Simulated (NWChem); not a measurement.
**C3H4F2 (SMILES F/C=C\CF): levels of theory compared**

We compute a comparison of 6 runs (HF/3-21G, PBE/6-31G*, B3LYP/6-31G*, M06-2X/6-31G*, PBE0/6-31G*, CCSD(T)/6-31G*) of C3H4F2. 

The results are computed with NWChem 7.3.0.

### 1 Starting point

C3H4F2: 9 atoms, total charge 0, spin state singlet. As SMILES, `F/C=C\CF`. The shape is that of a PBE0-D4/def2-TZVP optimisation. This is one conformer, not always the lowest.

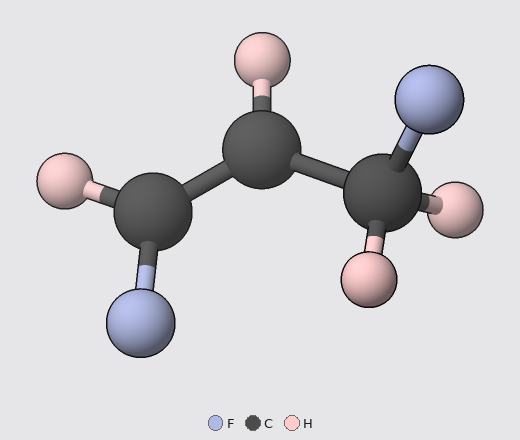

The structure, seen from a chosen angle (fluorine light blue, carbon dark grey, hydrogen pink).

### 2 Energy and forces at HF/3-21G (run 1)

Input file test.xyz:

```xyz
9

F     -1.771300     0.696200    -0.764200
C     -0.756800    -0.083800    -1.148800
C      0.269900    -0.355400    -0.364300
C      0.439500     0.155200     1.019400
F      1.656600     0.811400     1.133700
H     -0.888900    -0.458700    -2.156900
H      1.042400    -1.001300    -0.765600
H      0.449800    -0.666700     1.742700
H     -0.352600     0.856800     1.286900
```

Input file run.py:

```python
from ase.io import read
from ase.calculators.nwchem import NWChem

atoms = read('test.xyz')

calc = NWChem(
    label='test',
    theory='scf',
    memory='2200 mb',
    basis='3-21G',
    basispar='spherical bse',
    scf={'nopen': '0', 'rhf': None, 'thresh': '1e-08', 'maxiter': '80'},
)
atoms.calc = calc

forces = atoms.get_forces()
print(f"energy = {atoms.get_potential_energy():.6f} eV")
print("forces (eV/A):")
for s, f in zip(atoms.symbols, forces):
    print(f"{s:2s} {f[0]:10.5f} {f[1]:10.5f} {f[2]:10.5f}")
print("dipole (e A):", atoms.get_dipole_moment().round(4))
```

Run with:

```bash
$ export ASE_NWCHEM_COMMAND="nwchem PREFIX.nwi > PREFIX.nwo"
$ python run.py
```

Standard output:

```text
energy = -8518.626623 eV
forces (eV/A):
F    -0.95650    0.77395    0.46851
C     1.47473   -1.02906   -0.22703
C    -0.46784   -0.38299   -1.26118
C    -0.96427   -0.16944    0.70129
F     0.89696    0.41739    0.05548
H     0.22091    0.14074    0.59218
H    -0.28873    0.33260    0.24307
H    -0.14460    0.32787   -0.37600
H     0.22929   -0.41112   -0.19623
dipole (e A): [-0.1556 -0.4319 -0.1923]
```

The calculator wrote test.nwi:

```
title "test"

permanent_dir test

scratch_dir test

start test

geometry units angstrom nocenter noautosym noautoz
  F  -1.7713000000000001e+00 6.9620000000000004e-01 -7.6419999999999999e-01
  C  -7.5680000000000003e-01 -8.3799999999999999e-02 -1.1488000000000000e+00
  C  2.6989999999999997e-01 -3.5539999999999999e-01 -3.6430000000000001e-01
  C  4.3950000000000000e-01 1.5520000000000000e-01 1.0194000000000001e+00
  F  1.6566000000000001e+00 8.1140000000000001e-01 1.1336999999999999e+00
  H  -8.8890000000000002e-01 -4.5870000000000000e-01 -2.1568999999999998e+00
  H  1.0424000000000000e+00 -1.0013000000000001e+00 -7.6559999999999995e-01
  H  4.4979999999999998e-01 -6.6669999999999996e-01 1.7426999999999999e+00
  H  -3.5260000000000002e-01 8.5680000000000001e-01 1.2868999999999999e+00
end

memory 2200 mb

basis spherical bse noprint
   * library 3-21G
end

scf
  nopen 0
  rhf
  thresh 1e-08
  maxiter 80
end

task scf gradient
```

test.nwo (excerpt; [...] marks lines left out):

```text
[...]
      One-electron energy =   -766.603336713398
[... 1 line left out ...]
 Nuclear repulsion energy =    168.442564311322
[... 38 lines left out ...]
                       ROHF Final Molecular Orbital Analysis
[... 213 lines left out ...]
     1   1 0 0     -0.293996      0.000000     -2.014448
[...]
  wavefunction    =   RHF
                         RHF ENERGY GRADIENTS
    atom               coordinates                        gradient
                 x          y          z           x          y          z
   1 F      -3.347272   1.315627  -1.444129    0.018601  -0.015051  -0.009111
   2 C      -1.430145  -0.158359  -2.170917   -0.028679   0.020012   0.004415
   3 C       0.510037  -0.671609  -0.688427    0.009098   0.007448   0.024526
[... 5 lines of this table left out ...]
   9 H      -0.666317   1.619117   2.431888   -0.004459   0.007995   0.003816
[...]
```

It took 3 s on 1 thread of Intel Xeon Platinum 8488C (Sapphire Rapids), shared host; peak memory 0.098 GiB.

### 3 Energy and forces at PBE/6-31G(d) (spherical functions) (run 2)

Input file work.xyz:

```xyz
9

F     -1.771300     0.696200    -0.764200
C     -0.756800    -0.083800    -1.148800
C      0.269900    -0.355400    -0.364300
C      0.439500     0.155200     1.019400
F      1.656600     0.811400     1.133700
H     -0.888900    -0.458700    -2.156900
H      1.042400    -1.001300    -0.765600
H      0.449800    -0.666700     1.742700
H     -0.352600     0.856800     1.286900
```

Input file run.py:

```python
from ase.io import read
from ase.calculators.nwchem import NWChem

mol = read('work.xyz')

calc = NWChem(
    label='work',
    theory='dft',
    memory='2200 mb',
    basis='6-31G*',
    basispar='spherical bse',
    dft={'xc': 'xpbe96 cpbe96', 'mult': '1', 'grid': 'xfine', 'convergence': 'energy 1e-08', 'iterations': '100', 'mulliken': None, 'print': 'low'},
)
mol.calc = calc

forces = mol.get_forces()
print("Total energy (eV):", round(mol.get_potential_energy(), 6))
print("forces (eV/A):")
for s, f in zip(mol.symbols, forces):
    print(f"{s:2s} {f[0]:10.5f} {f[1]:10.5f} {f[2]:10.5f}")
```

Run with:

```bash
$ export ASE_NWCHEM_COMMAND="nwchem PREFIX.nwi > PREFIX.nwo"
$ python run.py
```

Standard output:

```text
Total energy (eV): -8599.030536
forces (eV/A):
F    -0.61856    0.44058    0.19314
C    -0.32499    0.00771   -0.46866
C     0.54806   -0.23469    0.39621
C     0.05009    0.00941   -0.04505
F     0.58220    0.29455    0.05358
H    -0.04309   -0.14820   -0.40459
H     0.29830   -0.22389   -0.09529
H    -0.09261   -0.33589    0.28472
H    -0.39945    0.19042    0.08587
```

The calculator wrote work.nwi:

```
title "work"

permanent_dir work

scratch_dir work

start work

geometry units angstrom nocenter noautosym noautoz
  F  -1.7713000000000001e+00 6.9620000000000004e-01 -7.6419999999999999e-01
  C  -7.5680000000000003e-01 -8.3799999999999999e-02 -1.1488000000000000e+00
  C  2.6989999999999997e-01 -3.5539999999999999e-01 -3.6430000000000001e-01
  C  4.3950000000000000e-01 1.5520000000000000e-01 1.0194000000000001e+00
  F  1.6566000000000001e+00 8.1140000000000001e-01 1.1336999999999999e+00
  H  -8.8890000000000002e-01 -4.5870000000000000e-01 -2.1568999999999998e+00
  H  1.0424000000000000e+00 -1.0013000000000001e+00 -7.6559999999999995e-01
  H  4.4979999999999998e-01 -6.6669999999999996e-01 1.7426999999999999e+00
  H  -3.5260000000000002e-01 8.5680000000000001e-01 1.2868999999999999e+00
end

memory 2200 mb

basis spherical bse noprint
   * library 6-31G*
end

dft
  xc xpbe96 cpbe96
  mult 1
  grid xfine
  convergence energy 1e-08
  iterations 100
  mulliken
  print low
end

task dft gradient
```

work.nwo:

```text
Northwest Computational Chemistry Package (NWChem) 7.3.0
             --------------------------------------------------------

           Job information
           ---------------

    nwchem branch   = 7.3.0
    use scalapack   = T
    input           = work.nwi
    prefix          = work.
    data base       = work/work.db
    status          = startup
    nproc           =        1

           Memory information
           ------------------

    heap     =     72089594 doubles =      550.0 Mbytes
    stack    =     72089599 doubles =      550.0 Mbytes
    global   =    144179200 doubles =     1100.0 Mbytes (distinct from heap & stack)
    total    =    288358393 doubles =     2200.0 Mbytes
    verify   = yes
    hardfail = no

           Directory information
           ---------------------

  0 permanent = work
  0 scratch   = work

                                NWChem Input Module
                                -------------------

                                       work
                                       ----

[... 25 lines left out ...]
            Nuclear Dipole moment (a.u.)
[... 77 lines left out ...]
   convergence    iter        energy       DeltaE   RMS-Dens  Diis-err    time
[... 14 lines left out ...]
         Total DFT energy =     -316.008546134756
      One electron energy =     -769.444278522011
           Coulomb energy =      323.368143669520
    Exchange-Corr. energy =      -38.374975593587
 Nuclear repulsion energy =      168.442564311322
[... 17 lines left out ...]
     -------------------------------------------
      Total Density - Lowdin Population Analysis
     -------------------------------------------

    Atom       Charge   Shell Charges
 -----------   ------   -------------------------------------------------------
    1 F    9     9.08   1.99  0.92  3.17  0.81  2.14  0.04
    2 C    6     6.00   1.99  0.54  1.78  0.41  1.12  0.17
    3 C    6     6.22   1.99  0.54  1.91  0.41  1.29  0.08
[... 5 lines of this table left out ...]
    9 H    1     0.87   0.51  0.37

                         DFT ENERGY GRADIENTS

    atom               coordinates                        gradient
                 x          y          z           x          y          z
   1 F      -3.347272   1.315627  -1.444129    0.012029  -0.008568  -0.003756
   2 C      -1.430145  -0.158359  -2.170917    0.006320  -0.000150   0.009114
   3 C       0.510037  -0.671609  -0.688427   -0.010658   0.004564  -0.007705
[... 5 lines of this table left out ...]
   9 H      -0.666317   1.619117   2.431888    0.007768  -0.003703  -0.001670

 Task  times  cpu:       36.1s     wall:       36.1s
 Total times  cpu:       36.1s     wall:       36.1s
```

Wall time 37 s (1 thread of Intel Xeon Platinum 8488C (Sapphire Rapids), shared host); peak memory 0.14 GiB.

Runs 3 to 4 aren't shown in full; the table further down has their settings and results.

### 4 Energy and forces at PBE0/6-31G(d) (spherical functions) (run 5)

Input file run.py:

```python
from ase import Atoms
from ase.calculators.nwchem import NWChem

system = Atoms(['F', 'C', 'C', 'C', 'F', 'H', 'H', 'H', 'H'], positions=[
    [-1.771300, 0.696200, -0.764200],
    [-0.756800, -0.083800, -1.148800],
    [0.269900, -0.355400, -0.364300],
    [0.439500, 0.155200, 1.019400],
    [1.656600, 0.811400, 1.133700],
    [-0.888900, -0.458700, -2.156900],
    [1.042400, -1.001300, -0.765600],
    [0.449800, -0.666700, 1.742700],
    [-0.352600, 0.856800, 1.286900],
])

calc = NWChem(
    label='c3h4f2',
    theory='dft',
    memory='2200 mb',
    basis='6-31G*',
    basispar='spherical bse',
    dft={'xc': 'pbe0', 'mult': '1', 'grid': 'xfine', 'convergence': 'energy 1e-08', 'iterations': '100', 'mulliken': None},
)
system.calc = calc

forces = system.get_forces()
print("Total energy (eV):", round(system.get_potential_energy(), 6))
print("forces (eV/A):")
for s, f in zip(system.symbols, forces):
    print(f"{s:2s} {f[0]:10.5f} {f[1]:10.5f} {f[2]:10.5f}")
print("dipole (e A):", system.get_dipole_moment().round(4))
```

Run with:

```bash
$ export ASE_NWCHEM_COMMAND="nwchem PREFIX.nwi > PREFIX.nwo"
$ python run.py
```

Standard output:

```text
Total energy (eV): -8599.521553
forces (eV/A):
F    -0.11292    0.07420    0.03769
C    -0.23325    0.07287   -0.16039
C     0.22898   -0.12850    0.07914
C     0.21083    0.13987    0.07559
F     0.00283   -0.02309   -0.01188
H    -0.00740   -0.03054   -0.08068
H     0.08613   -0.04438    0.00108
H    -0.05620   -0.07096    0.05775
H    -0.11904    0.01054    0.00170
dipole (e A): [-0.1432 -0.3217 -0.1569]
```

The calculator wrote c3h4f2.nwi:

```
title "c3h4f2"

permanent_dir c3h4f2

scratch_dir c3h4f2

start c3h4f2

geometry units angstrom nocenter noautosym noautoz
  F  -1.7713000000000001e+00 6.9620000000000004e-01 -7.6419999999999999e-01
  C  -7.5680000000000003e-01 -8.3799999999999999e-02 -1.1488000000000000e+00
  C  2.6989999999999997e-01 -3.5539999999999999e-01 -3.6430000000000001e-01
  C  4.3950000000000000e-01 1.5520000000000000e-01 1.0194000000000001e+00
  F  1.6566000000000001e+00 8.1140000000000001e-01 1.1336999999999999e+00
  H  -8.8890000000000002e-01 -4.5870000000000000e-01 -2.1568999999999998e+00
  H  1.0424000000000000e+00 -1.0013000000000001e+00 -7.6559999999999995e-01
  H  4.4979999999999998e-01 -6.6669999999999996e-01 1.7426999999999999e+00
  H  -3.5260000000000002e-01 8.5680000000000001e-01 1.2868999999999999e+00
end

memory 2200 mb

basis spherical bse noprint
   * library 6-31G*
end

dft
  xc pbe0
  mult 1
  grid xfine
  convergence energy 1e-08
  iterations 100
  mulliken
end

task dft gradient
```

c3h4f2.nwo (excerpt; [...] marks lines left out):

```text
[...]
         Total DFT energy =     -316.026590677049
[...]
  wavefunction    = closed shell
                         DFT ENERGY GRADIENTS
    atom               coordinates                        gradient
                 x          y          z           x          y          z
   1 F      -3.347272   1.315627  -1.444129    0.002196  -0.001443  -0.000733
   2 C      -1.430145  -0.158359  -2.170917    0.004536  -0.001417   0.003119
   3 C       0.510037  -0.671609  -0.688427   -0.004453   0.002499  -0.001539
[... 5 lines of this table left out ...]
   9 H      -0.666317   1.619117   2.431888    0.002315  -0.000205  -0.000033
[...]
```

It took 35 s on 1 thread of Intel Xeon Platinum 8488C (Sapphire Rapids), shared host; peak memory 0.14 GiB.

### 5 The energy at CCSD(T)/6-31G(d) (spherical functions) (run 6)

Input file c3h4f2.xyz:

```xyz
9

F     -1.771300     0.696200    -0.764200
C     -0.756800    -0.083800    -1.148800
C      0.269900    -0.355400    -0.364300
C      0.439500     0.155200     1.019400
F      1.656600     0.811400     1.133700
H     -0.888900    -0.458700    -2.156900
H      1.042400    -1.001300    -0.765600
H      0.449800    -0.666700     1.742700
H     -0.352600     0.856800     1.286900
```

Input file c3h4f2.nw:

```
start c3h4f2
memory 2200 mb

geometry units angstrom noautosym nocenter noautoz
  load format xyz c3h4f2.xyz
end

basis spherical bse
  * library 6-31G*
end

scf
  thresh 1e-08
  maxiter 80
end

ccsd
  freeze core 5
  maxiter 60
end

task ccsd(t) energy
```

Run with:

```bash
$ nwchem c3h4f2.nw > c3h4f2.out
```

Standard output:

```text
[...]
  functions       =    78
[...]
  wavefunction    = RHF
[...]
         Total SCF energy =   -314.762489254576
      One-electron energy =   -769.026163810459
      Two-electron energy =    285.821110244560
 Nuclear repulsion energy =    168.442564311322
        Time for solution =      9.2s
[...]
 Total MP2 energy:           -315.473717971646806
[...]
             energy      energy      error      ampl     ampl      Block
                                                time     time      time
[...]
 Total CCSD energy:           -315.506596860990555
[...]
 Total CCSD+T(CCSD) energy:           -315.528844495988608
[...]
 Total CCSD(T) energy:                -315.526843976309976
[...]
```

Run time: 94 s. Hardware: 1 thread of Intel Xeon Platinum 8488C (Sapphire Rapids), shared host; peak memory 0.23 GiB.

### 6 Overview of the runs

```tsv
run	level	iteration cap	module	energy (Eh)	dipole moment (D)	HOMO energy (eV)	LUMO energy (eV)	wall time
1	HF/3-21G	80	scf	-313.053757	2.39	-10.60	4.41	3 s
2	PBE/6-31G* (spherical functions)	100	dft	-316.008546	–	–	–	37 s
3	B3LYP/6-31G* (spherical functions)	100	dft	-316.356711	1.82	-7.23	0.21	35 s
4	M06-2X/6-31G* (spherical functions)	100	dft	-316.231609	1.90	-8.85	1.38	41 s
5	PBE0/6-31G* (spherical functions)	100	dft	-316.026591	1.85	-7.52	0.41	35 s
6	CCSD(T)/6-31G* (spherical functions)	80	ccsd(t)	-315.526844	–	-10.46	4.56	94 s
```

### 7 What came out

| quantity | value |
| --- | --- |
| run 6: total energy | -315.52684 Eh |
| run 6: HOMO energy (Hartree–Fock orbitals) | -10.46 eV |
| run 6: LUMO energy (Hartree–Fock orbitals) | 4.56 eV |
| run 6: HOMO–LUMO gap (Hartree–Fock orbitals) | 15.02 eV |
| run 6: correlation energy (5 core orbitals frozen) | -764.4 mEh |
| run 6: (T) correction | -20.25 mEh |

What this shows: Over runs 1, 3, 4, 5 the dipole moment (its size) runs from 1.82 D (B3LYP/6-31G*) to 2.39 D (HF/3-21G). The two ends differ in method and basis. Over runs 1, 3, 4, 5 the HOMO–LUMO gap runs from 7.44 eV (B3LYP/6-31G*) to 15.01 eV (HF/3-21G). Totals of different functionals can't be ranked against each other. All runs together took 4.1 min, the longest 94 s.
